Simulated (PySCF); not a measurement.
```xyz
15

C    -0.5368    1.4515    0.2916
C    -0.3638    0.0640   -0.2457
C    -1.6429   -0.6467   -0.5909
S    -2.4512   -1.2233    0.9494
N     0.7151   -0.5598   -0.4038
Ge    2.4653   -0.2493   -0.1220
H    -0.8736    2.1082   -0.5099
H    -1.2960    1.4560    1.0718
H     0.4034    1.8268    0.6894
H    -2.3675    0.0202   -1.0556
H    -1.4556   -1.5126   -1.2239
H    -1.4525   -2.0113    1.3391
H     3.0841   -0.4304   -1.4645
H     2.8716   -1.3567    0.7895
H     2.8959    1.0713    0.4634
```

Geometry: GFN2-xTB.

All numbers below come from PySCF, CAM-B3LYP/def2-SVPD, SCF density, gas phase.

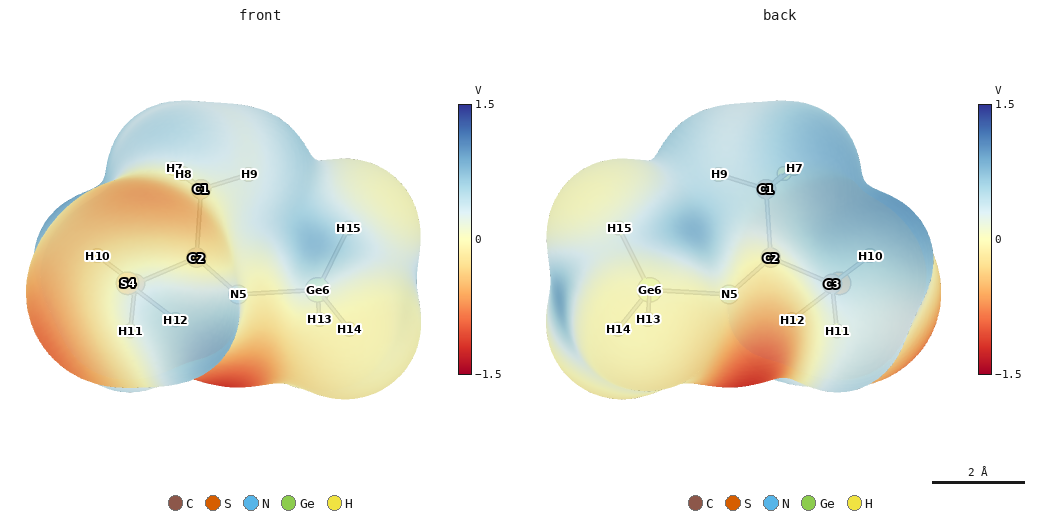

C3H9GeNS. The electrostatic potential painted on the density surface at 0.001 e/bohr³, seen from the front and from behind; the colour scale runs from red (negative) to blue (positive).

**Where is the surface potential most negative and most positive?**

The most negative region (about −1.1 V) lies over N5, the most positive (about +0.9 V) over Ge6, H7 and H10. N5 is the likeliest acceptor of a hydrogen bond.

**How polar is the molecule by this calculation?**

Its dipole moment is 1.54 D.
